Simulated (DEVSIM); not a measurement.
Structure: Ni/Al2O3/p-Si capacitor, at 400 K.

| layer (left to right) | material | thickness (nm) | Na (cm⁻³) |
|---|---|---|---|
| 1 | Al2O3 | 3.90 | - |
| 2 | Si | 3100 | 7e15 |

Metal gate on the left, work function 5.1 eV. Fixed charge at the semiconductor interface 0 cm⁻² (in units of +e); no interface traps.

The device is made up for the run: typed textbook-type constants, with dimensions and the other settings drawn at random. Values at 300 K; Nc and Nv go as T^1.5, mobilities as T to minus their exponent, the gap by Varshni's rule with the affinity fixed.

| parameter | Al2O3 | Si |
|---|---|---|
| gap (eV) | 6.8 | 1.124 |
| affinity (eV) | 1.35 | 4.05 |
| permittivity | 9 | 11.7 |
| Nc (cm⁻³) | - | 2.86e19 |
| Nv (cm⁻³) | - | 3.1e19 |
| Varshni α (eV/K) | - | 0.000473 |
| Varshni β (K) | - | 636 |

Simulated with DEVSIM: 1D Poisson equation in equilibrium, Boltzmann statistics, complete ionisation; no quantum confinement or tunnelling. Metal contacts follow the ideal Schottky-Mott rule: no Fermi-level pinning, no interface dipoles.

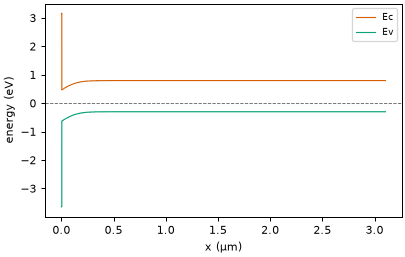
Figure. Band edges at 0.6 V on the gate

Energies count from the Fermi level of the right contact; mesh points crowd at the junctions.

```
x (μm)    Ec (eV)  Ev (eV)  n (cm⁻³)  p (cm⁻³)  field (V/cm)
--------  -------  -------  --------  --------  ------------
0.000       3.150   -3.650     < 1e2     < 1e2         33000
0.001014    3.153   -3.647     < 1e2     < 1e2         33000
0.002328    3.158   -3.642     < 1e2     < 1e2         33000
0.003436    3.161   -3.639     < 1e2     < 1e2         33000
0.004949    0.465   -0.631    6.0e13    5.4e11         25000
0.007240    0.471   -0.625    5.1e13    6.3e11         25000
0.01222     0.483   -0.613    3.6e13    9.0e11         24000
0.02807     0.521   -0.576    1.2e13    2.7e12         23000
0.05610     0.580   -0.516    2.2e12    1.5e13         20000
0.1152      0.677   -0.419    1.3e11    2.5e14         13000
0.2397      0.772   -0.324     8.2e9    3.9e15          3200
0.6355      0.792   -0.304     4.6e9    7.0e15           ≈ 0
1.336       0.792   -0.304     4.6e9    7.0e15           ≈ 0
2.233       0.792   -0.304     4.6e9    7.0e15           ≈ 0
2.779       0.792   -0.304     4.6e9    7.0e15           ≈ 0
2.945       0.792   -0.304     4.6e9    7.0e15           ≈ 0
3.029       0.792   -0.304     4.6e9    7.0e15           ≈ 0
3.069       0.792   -0.304     4.6e9    7.0e15           ≈ 0
3.091       0.792   -0.304     4.6e9    7.0e15           ≈ 0
3.099       0.792   -0.304     4.6e9    7.0e15           ≈ 0
3.102       0.792   -0.304     4.6e9    7.0e15           ≈ 0
3.104       0.792   -0.304     4.6e9    7.0e15           ≈ 0
```
